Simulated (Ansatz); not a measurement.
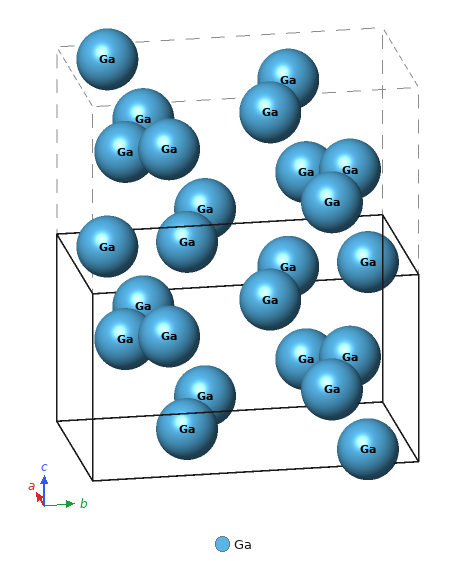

Shown here is a spheres-only view of the crystal, taken from a general direction. The solid box is one conventional unit cell, and 1×1×2 cells are shown. Cell: a = 4.483 Å, b = 7.668 Å, c = 4.558 Å, α = 90.00°, β = 90.00°, γ = 90.00°.

- The element is gallium.
- It takes space group Cmce (No. 64) on a base-centred orthorhombic lattice.
- The cell holds eight atoms.

The structure comes from a structure type known for this element. Earlier steps of the study may have refined or changed the cell and positions. A calculation with Ansatz used it as input.
